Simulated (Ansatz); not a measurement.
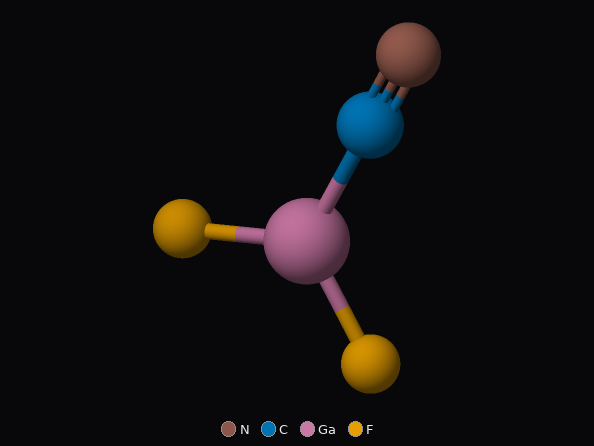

Ball-and-stick drawing of a structure.

What does the picture show?

The molecule is CF2GaN. SMILES: `N#[C][Ga]([F])[F]`. Among its groups: nitrile. This geometry has C2v symmetry. All atoms lie on one plane. Coordination: 1 C linear; 1 Ga trigonal planar.

The parts below concern this one geometry. Atoms keep their numbers from picture to picture. The geometry was computed by an optimisation with PBE0-D4/def2-TZVP.

## Thermal motion

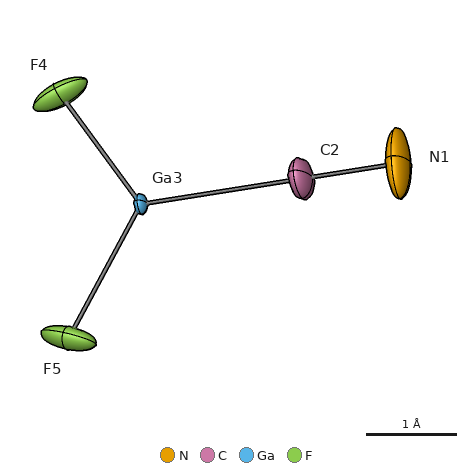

Displacement ellipsoids at the 50 % level, enlarged 2 times, from the internal vibrations of the free molecule (harmonic, no overall translation or rotation; no half-axis is drawn under 0.075 Å). Vibrations computed with RKS PBE0-D4/def2-TZVP (Ansatz 0.2.0). Temperature: 298 K.

Give the displacement parameters, one line for each set of equivalent atoms.

```
  atom  U_eq (Å²)   rms amplitudes (Å)
    N1     0.0089  0.044, 0.080, 0.136
    C2     0.0052  0.042, 0.076, 0.090
   Ga3     0.0013  0.024, 0.039, 0.042
F4, F5     0.0059  0.042, 0.062, 0.110
```

## Electronic properties

Level of theory: RKS ωB97M-V/def2-TZVPP (Ansatz 0.2.0).

Estimate the vertical ionisation energy.

13.57 eV.

What is the dipole moment?

0.94 D.

Give the LUMO energy (Kohn–Sham orbital) at this level.

−0.60 eV.

Estimate the HOMO energy (Kohn–Sham orbital).

−13.19 eV.

## Vibrations

Harmonic vibrations computed with RKS PBE0-D4/def2-TZVP (Ansatz 0.2.0) at a stationary point of the same level.

List the wavenumbers.

9 modes: 104, 144, 192, 282, 307, 488, 714, 748, 2339 cm⁻¹.

## Charges

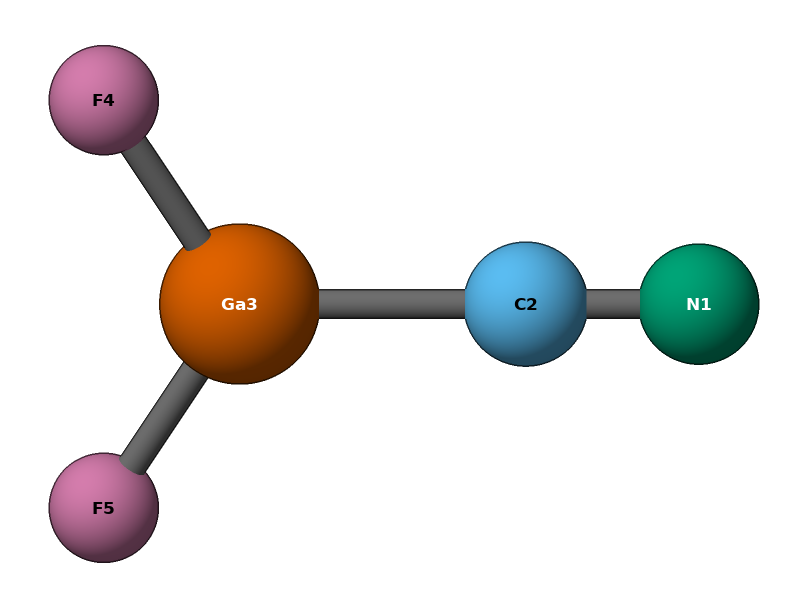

The questions are on Mulliken charges. Level of theory: RKS ωB97M-V/def2-TZVPP (Ansatz 0.2.0).

Give the Mulliken charges atom by atom.

| atom | value (e) |
| --- | --- |
| N1 | 0.01 |
| C2 | −0.23 |
| Ga3 | 0.88 |
| F4 | −0.33 |
| F5 | −0.33 |

Mulliken values depend strongly on the basis set and can even reverse the polarity of a bond.
